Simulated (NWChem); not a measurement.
# BNH4 (SMILES BN): levels of theory compared

We compute a comparison of 6 runs (HF/def2-SVP, B3LYP/STO-3G, B3LYP/6-31G*, B3LYP/6-31+G*, M06-2X/6-311G**, CCSD/def2-TZVPP) of BNH4. 

The calculation is run with NWChem 7.3.0.

2 further runs of the same task are left out: 2 set aside as unsound or not needed.

## (1) The molecule

The species is BNH4 (6 atoms), meant as a singlet with charge 0. SMILES: `BN`. The coordinates come from a PBE0-D4/def2-TZVP relaxation.

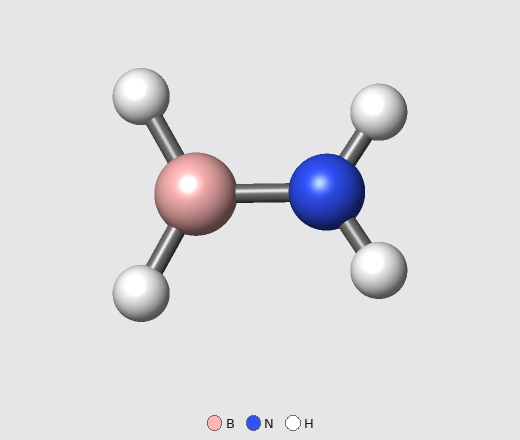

Viewed from a chosen angle; boron pink, nitrogen blue, hydrogen white.

## (2) Energy and forces at HF/def2-SVP (run 1)

Input file bh4n.nw:

```
START bh4n
TITLE "BH4N hf"
memory 2200 mb
GEOMETRY units au noautosym nocenter noautoz
  B     -0.24226289    -1.28425787    -0.04837699
  N      0.27608899     1.28010048     0.02040904
  H      0.42670016    -2.58514534     1.67713194
  H     -1.34548500    -2.13293388    -1.83152256
  H     -0.22979070     2.48253321    -1.36211459
  H      1.19430691     2.11913888     1.45754576
END
BASIS spherical bse
  * library def2-SVP
END
SCF
  thresh 1e-08
  maxiter 80
  print low
END
TASK scf gradient
```

The run is started by

```console
$ nwchem bh4n.nw > bh4n.out
```

Log:

```text
[...]
  functions       =    48
[...]
  wavefunction    = RHF
[...]
         Total SCF energy =    -81.434610455443
      One-electron energy =   -173.227542433381
      Two-electron energy =     59.476838923025
 Nuclear repulsion energy =     32.316093054914
        Time for solution =      0.9s
[...]
                         RHF ENERGY GRADIENTS
    atom               coordinates                        gradient
                 x          y          z           x          y          z
   1 B      -0.242263  -1.284258  -0.048377   -0.000184  -0.000818  -0.000037
   2 N       0.276089   1.280100   0.020409   -0.002206  -0.011142  -0.000226
   3 H       0.426700  -2.585145   1.677132   -0.000299   0.002432  -0.001435
   4 H      -1.345485  -2.132934  -1.831523    0.001215   0.002047   0.001564
   5 H      -0.229791   2.482533  -1.362115   -0.001828   0.004417  -0.005021
   6 H       1.194307   2.119139   1.457546    0.003302   0.003065   0.005156
 Task  times  cpu:        1.2s     wall:        1.2s
 Total times  cpu:        1.2s     wall:        1.2s
```

It took 1.8 s on 1 thread of Intel Xeon 6975P-C (Granite Rapids), shared host; peak memory 0.096 GiB.

## (3) Energy and gradient at B3LYP/STO-3G (run 2)

Input file bh4n.nw:

```
echo
start bh4n
memory total 2200 mb

geometry noautosym nocenter noautoz
  B    -0.128200   -0.679600   -0.025600
  N     0.146100    0.677400    0.010800
  H     0.225800   -1.368000    0.887500
  H    -0.712000   -1.128700   -0.969200
  H    -0.121600    1.313700   -0.720800
  H     0.632000    1.121400    0.771300
end

basis "ao basis" spherical bse
  * library STO-3G
end

dft
  xc b3lyp
  mult 1
  grid xfine
  convergence energy 1e-08
  maxiter 100
  mulliken
end

task dft gradient
```

The run is started by

```console
$ nwchem bh4n.nw > bh4n.out
```

Log:

```text
[...]
          Wavefunction type:  closed shell.
          No. of atoms     :     6
          No. of electrons :    16
[...]
          Charge           :     0
          Spin multiplicity:     1
[...]
          AO basis - number of functions:    14
[...]
              XC Information
              --------------
                         B3LYP Method XC Potential
                     Hartree-Fock (Exact) Exchange  0.200
                        Slater Exchange Functional  0.800 local
                    Becke 1988 Exchange Functional  0.720 non-local
              Lee-Yang-Parr Correlation Functional  0.810
                  VWN I RPA Correlation Functional  0.190 local
[...]
 d= 0,ls=0.0,diis     1    -80.9707315740 -1.13D+02  4.53D-02  1.37D-01     0.4
[...]
 d= 0,ls=0.0,diis     7    -80.9947110667 -6.32D-10  1.61D-07  4.61D-12     1.9
         Total DFT energy =      -80.994711066707
      One electron energy =     -172.761983954263
           Coulomb energy =       71.996309926836
    Exchange-Corr. energy =      -12.545132427962
 Nuclear repulsion energy =       32.316095388681
[...]
  wavefunction    = closed shell
                         DFT ENERGY GRADIENTS
    atom               coordinates                        gradient
                 x          y          z           x          y          z
   1 B      -0.242263  -1.284258  -0.048377    0.002451   0.012235   0.000311
   2 N       0.276089   1.280100   0.020409    0.009006   0.044310   0.001278
   3 H       0.426700  -2.585145   1.677132    0.004563  -0.008690   0.011698
   4 H      -1.345485  -2.132934  -1.831522   -0.007443  -0.005625  -0.012071
   5 H      -0.229791   2.482533  -1.362114    0.008660  -0.024391   0.025019
   6 H       1.194307   2.119139   1.457546   -0.017238  -0.017839  -0.026234
[...]
```

Wall time 3 s (1 thread of Intel Xeon 6975P-C (Granite Rapids), shared host); peak memory 0.12 GiB.

Runs 3 to 4 aren't shown in full; the table further down has their settings and results.

## (4) Energy and gradient at M06-2X/6-311G(d,p) (run 5)

Input file bh4n.nw:

```
start bh4n
memory 2200 mb

geometry units angstrom noautosym nocenter noautoz
B       -0.128200      -0.679600      -0.025600
N        0.146100       0.677400       0.010800
H        0.225800      -1.368000       0.887500
H       -0.712000      -1.128700      -0.969200
H       -0.121600       1.313700      -0.720800
H        0.632000       1.121400       0.771300
end

basis spherical bse
* library 6-311G**
end

dft
xc m06-2x
grid xfine
convergence energy 1e-08
maxiter 100
mulliken
end

task dft gradient
```

The run is started by

```console
$ nwchem bh4n.nw > bh4n.out
```

Log:

```text
[...]
          Wavefunction type:  closed shell.
          No. of atoms     :     6
          No. of electrons :    16
[...]
          Charge           :     0
          Spin multiplicity:     1
[...]
          AO basis - number of functions:    60
[...]
              XC Information
              --------------
                       M06-2X Method XC Functional
                     Hartree-Fock (Exact) Exchange  0.540
                        M06-2X Exchange Functional  1.000
                      M06-2X Correlation Potential  1.000
[...]
 d= 0,ls=0.0,diis     1    -81.9921282023 -1.14D+02  5.36D-03  2.36D-01     1.6
[...]
 d= 0,ls=0.0,diis     8    -82.0201691318 -1.16D-09  1.51D-07  6.71D-11    13.5
         Total DFT energy =      -82.020169131828
      One electron energy =     -173.497382495815
           Coulomb energy =       71.611308176937
    Exchange-Corr. energy =      -12.450190201631
 Nuclear repulsion energy =       32.316095388681
[...]
  wavefunction    = closed shell
                         DFT ENERGY GRADIENTS
    atom               coordinates                        gradient
                 x          y          z           x          y          z
   1 B      -0.242263  -1.284258  -0.048377    0.000953   0.004799   0.000115
   2 N       0.276089   1.280100   0.020409   -0.000225  -0.001321   0.000033
   3 H       0.426700  -2.585145   1.677132    0.000856  -0.001604   0.002180
   4 H      -1.345485  -2.132934  -1.831522   -0.001379  -0.001032  -0.002243
   5 H      -0.229791   2.482533  -1.362114    0.000528  -0.000561   0.001198
   6 H       1.194307   2.119139   1.457546   -0.000734  -0.000281  -0.001283
[...]
```

Wall time 18 s (1 thread of Intel Xeon 6975P-C (Granite Rapids), shared host); peak memory 0.13 GiB.

## (5) A single-point energy at CCSD/def2-TZVPP (run 6)

Input file mymol.nw:

```
start mymol
title "BH4N energy"
memory 2200 mb

geometry units atomic noautosym nocenter noautoz
  B  -0.24226289 -1.28425787 -0.04837699
  N   0.27608899  1.28010048  0.02040904
  H   0.42670016 -2.58514534  1.67713194
  H  -1.34548500 -2.13293388 -1.83152256
  H  -0.22979070  2.48253321 -1.36211459
  H   1.19430691  2.11913888  1.45754576
end

basis spherical bse
  B library def2-TZVPP
  N library def2-TZVPP
  H library def2-TZVPP
end

scf
  singlet
  rhf
  thresh 1e-08
  maxiter 80
  print low
end

ccsd
  freeze core 2
  maxiter 60
end

task ccsd energy
```

The run is started by

```console
$ nwchem mymol.nw > mymol.out
```

Log:

```text
[...]
  functions       =   118
[...]
  wavefunction    = RHF
[...]
         Total SCF energy =    -81.529671767022
      One-electron energy =   -173.379017565219
      Two-electron energy =     59.533252743284
 Nuclear repulsion energy =     32.316093054914
        Time for solution =     17.0s
[...]
 Total MP2 energy:            -81.856368529146152
[...]
             energy      energy      error      ampl     ampl      Block
                                                time     time      time
[...]
 Total CCSD energy:            -81.879521080238007
[...]
```

It took 2.4 min on 1 thread of Intel Xeon 6975P-C (Granite Rapids), shared host; peak memory 0.17 GiB.

## (6) The series

| run | level | iteration cap | module | energy (Eh) | largest force (eV/Å) | wall time |
| --- | --- | --- | --- | --- | --- | --- |
| 1 | HF/def2-SVP | 80 | scf | -81.434610 | 0.584 | 1.8 s |
| 2 | B3LYP/STO-3G | 100 | dft | -80.994711 | 2.326 | 3 s |
| 3 | B3LYP/6-31G* (Cartesian functions) | 100 | dft | -82.039227 | 0.329 | 7.8 s |
| 4 | B3LYP/6-31+G* (spherical functions) | 100 | dft | -82.044936 | 0.527 | 9 s |
| 5 | M06-2X/6-311G** | 100 | dft | -82.020169 | 0.252 | 18 s |
| 6 | CCSD/def2-TZVPP | 80 | ccsd | -81.879521 | – | 2.4 min |

## (7) What came out

```
                                          quantity         value
                               run 6: total energy  -81.87952 Eh
run 6: correlation energy (2 core orbitals frozen)    -349.8 mEh
```

Over runs 2, 3, 4, 5 the dipole moment (its size) runs from 1.98 D (M06-2X/6-311G**) to 2.21 D (B3LYP/STO-3G). The two ends differ in method and basis. Over runs 2, 3, 5 the HOMO–LUMO gap runs from 8.74 eV (B3LYP/6-31G*) to 11.46 eV (M06-2X/6-311G**). Totals of different functionals can't be ranked against each other. In run 2 the basis is minimal, so the values are rough. All runs together took 3.1 min, the longest 2.4 min.
